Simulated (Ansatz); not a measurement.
CuH$_{4}$O$_{4}$ (charge −1)

Input

```
crystal:
  periodic: [false, false, false]
  atoms:
    - {symbol: Cu, position_ang: [-0.000050, 0.000024, 0.000038]}
    - {symbol: O, position_ang: [1.771676, 0.448056, -0.043411]}
    - {symbol: H, position_ang: [2.174973, -0.426373, -0.058129]}
    - {symbol: O, position_ang: [-0.447759, 1.772223, 0.020060]}
    - {symbol: H, position_ang: [0.426470, 2.175673, -0.000561]}
    - {symbol: O, position_ang: [-1.771700, -0.448054, 0.043478]}
    - {symbol: H, position_ang: [-2.174861, 0.426428, 0.057980]}
    - {symbol: O, position_ang: [0.447698, -1.772191, -0.019994]}
    - {symbol: H, position_ang: [-0.426458, -2.175796, 0.000549]}
basis:
  gaussian: {orbitals: def2-TZVPD, initial_orbitals: start.molden}
total_charge: -1
hamiltonian: {xc: pbe0, dispersion: d4}
scf: {omitted_lower_state_checks: [starts]}
output: {orbitals: {seedname: orbitals}}
```

Launched as:

```sh
ansatz run in.yaml --threads 4 --pin off --events-out ev --progress --plain --max-ram 3916MiB
```

Geometry: PBE0-D4/def2-SVPD.

Theory: RKS PBE0-D4/def2-TZVPD (Ansatz).

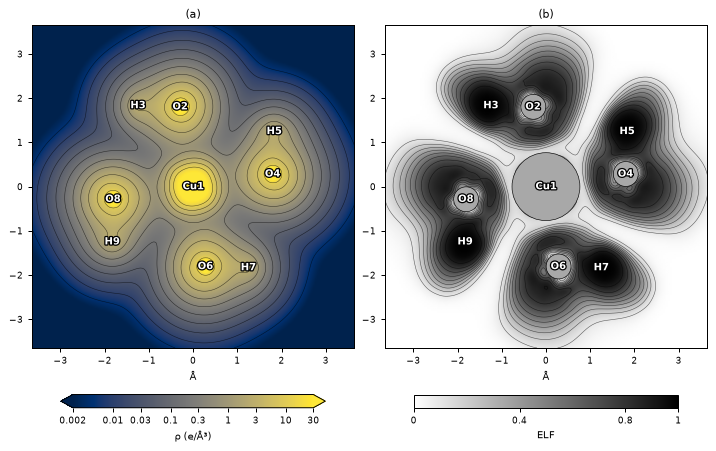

Figure 1. (a) electron density; (b) electron localisation function on the molecular plane. Grey discs cover the atomic cores in the ELF map.

Question: Interpret the plot.

Answer:
- The plane passes through Cu, O and H nuclei.
- Cu–O (1.83 Å): ρ is about 0.8 e/Å³ halfway; the ELF peaks at about 0.85 in the valence shell of O, 0.6 Å from its nucleus, and is about 0.25 at the midpoint.
- O–H (0.96 Å): ρ is about 3.8 e/Å³ halfway; the ELF climbs to about 1 towards the hydrogen, as it does in any bond to H (a covalent bond by its length).

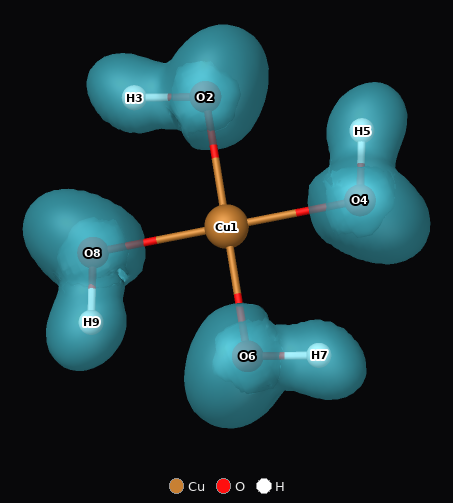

Figure 2. Isosurface of the electron localisation function at 0.75 (cyan), seen at a tilt. Core shells and regions of very low density are left out.

Question: Describe the localisation domains.

Answer: At this value the surface marks out four joined regions spread over several atoms (H, O), in which their bonds and any lone pairs are merged.

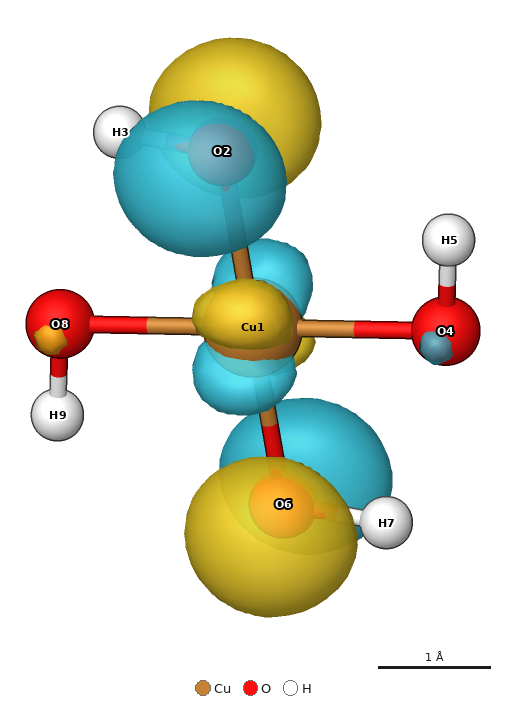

Figure 3. The HOMO at ±0.15 Å⁻³ᐟ² (yellow and cyan are the two phases), seen at a tilt.

Question: Describe this orbital and give its energy.

Answer: It lies mainly on O2 (about 35 %), O6 (about 35 %) and Cu1 (about 20 %); it changes sign across the molecular plane (π type); it is gerade (even under inversion); π-bonding across Cu1–O2; π-antibonding (a node) across Cu1–O6. It is one of a degenerate set, so its orientation is arbitrary. Its energy is −2.84 eV.
